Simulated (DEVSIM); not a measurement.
Structure: Schottky contact on n-type Si, at 300 K.

```tsv
layer (left to right)	material	thickness (μm)	Nd (cm⁻³)	τn (s)	τp (s)
1	Si	0.310	7.7e16	5.8e-5	5.8e-5
2	Si	5.20	9.7e17	5.8e-5	5.8e-5
```

Left contact: Schottky, work function 4.62 eV, emission velocity 2.6e6 cm/s. Right contact: ohmic. Voltage is applied to the left contact. Recombination: SRH at mid-gap. Mobility is μmin + (μ − μmin)/(1 + (N/Nref)^α).

Constants are typed, rounded textbook-type inputs, not results; the design itself was drawn at random and stands for no fabricated device. Values at 300 K.

| parameter | Si |
|---|---|
| gap (eV) | 1.124 |
| affinity (eV) | 4.05 |
| permittivity | 11.7 |
| Nc (cm⁻³) | 2.86e19 |
| Nv (cm⁻³) | 3.1e19 |
| μn (cm²/Vs) | 1417 |
| μp (cm²/Vs) | 470 |
| μn,min | 52 |
| μp,min | 45 |
| Nref,n | 9.7e16 |
| Nref,p | 2.2e17 |
| αn | 0.68 |
| αp | 0.72 |

Model (solved in DEVSIM): 1D drift-diffusion, Boltzmann statistics, complete ionisation; no tunnelling, impact ionisation, image-force lowering or self-heating. Metal contacts follow the ideal Schottky-Mott rule: no Fermi-level pinning, no interface dipoles.

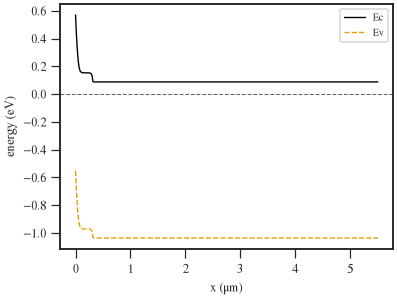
*Band edges at zero bias*

Energies count from the Fermi level of the right contact; mesh points crowd at the junctions.

```csv
x (μm),Ec (eV),Ev (eV),n (cm⁻³),p (cm⁻³),field (V/cm)
0.000,0.570,-0.554,7.6e9,1.5e10,-96000
0.01929,0.406,-0.718,4.3e12,2.7e7,-74000
0.05158,0.230,-0.894,3.9e15,30000,-35000
0.1056,0.156,-0.968,6.8e16,1700,-2100
0.2038,0.153,-0.971,7.7e16,1500,-20
0.2581,0.152,-0.972,8.0e16,1500,-700
0.2905,0.143,-0.981,1.1e17,1000,-7000
0.3142,0.095,-1.029,7.2e17,160,-18000
0.3380,0.088,-1.036,9.7e17,120,-68
0.3816,0.087,-1.036,9.7e17,120,≈ 0
0.4615,0.087,-1.036,9.7e17,120,≈ 0
0.6647,0.087,-1.036,9.7e17,120,≈ 0
0.9808,0.087,-1.036,9.7e17,120,≈ 0
1.561,0.087,-1.036,9.7e17,120,≈ 0
3.114,0.087,-1.036,9.7e17,120,≈ 0
4.215,0.087,-1.036,9.7e17,120,≈ 0
4.815,0.087,-1.036,9.7e17,120,≈ 0
5.142,0.087,-1.036,9.7e17,120,≈ 0
5.352,0.087,-1.036,9.7e17,120,≈ 0
5.435,0.087,-1.036,9.7e17,120,≈ 0
5.480,0.087,-1.036,9.7e17,120,≈ 0
5.510,0.087,-1.036,9.7e17,120,≈ 0
```
